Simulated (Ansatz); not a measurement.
WSi2 (MoSi2 type, space group I4/mmm): map of one atom of the cell

WSi₂ (MoSi2 type, space group I4/mmm)

```yaml
crystal:
  lattice:
    - [-1.60615, 1.60615, 3.90288]
    - [1.60615, -1.60615, 3.90288]
    - [1.60615, 1.60615, -3.90288]
  atoms:
    - { symbol: W, position: [0.00000, 0.00000, 0.00000] }
    - { symbol: Si, position: [0.33486, 0.33486, 0.00000] }
    - { symbol: Si, position: [0.66514, 0.66514, 0.00000] }
```

Two-dimensional scan of atom 1 (W, nearest neighbour Si at 2.612 Å; its periodic images, 3.2 Å or more away, move with it): u runs along (0.707, 0.707, 0.000), v along (0.000, 0.000, 1.000) (Cartesian). Cell and other atoms are fixed.

The numbers are results of r2SCAN (plane waves to 500 eV, PAW, scalar-relativistic; Ansatz, a program for electronic structure), not measurements. k mesh 16×16×16 (Γ-centred), Fermi-Dirac smearing 0.05 eV. The energy includes the smearing's −TS. With partly filled bands, energies and forces of such displacements shift with the k mesh and the smearing. Fu and Fv are the components of the force on the atom. Spin-orbit coupling is left out, though W is heavy. The PAW data are Ansatz's earlier set. WSi2 is run without spin polarisation. WSi2 was relaxed with its symmetry unable to fall. ΔE is measured from the undisplaced structure. Axes are in Å.

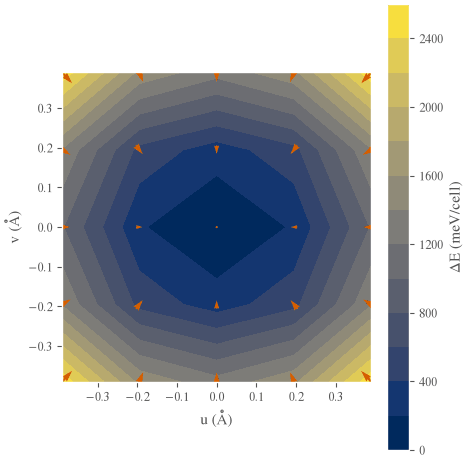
ΔE (meV/cell) over the plane, with arrows for the in-plane force on the moved atom.

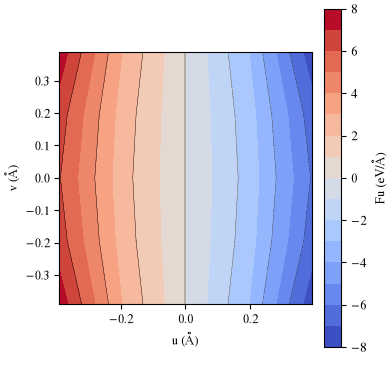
*Fu (eV/Å) over the 5×5 grid of computed points.*

Lowest place on the grid: u = 0.000 Å, v = 0.000 Å (0 meV/cell). Centre of the map: a minimum. Principal force constants in the plane (five-point differences of the forces): 11.2 and 15.3 eV/Å². Highest place on the grid, met at several equal points: u = -0.390 Å, v = -0.390 Å; u = 0.390 Å, v = -0.390 Å; u = -0.390 Å, v = 0.390 Å; u = 0.390 Å, v = 0.390 Å (2541 meV/cell). Softest direction at the centre: along u.

(A displaced cell: forces are minus the slopes of the energy, force constants its curvatures, and phonons follow from these.)
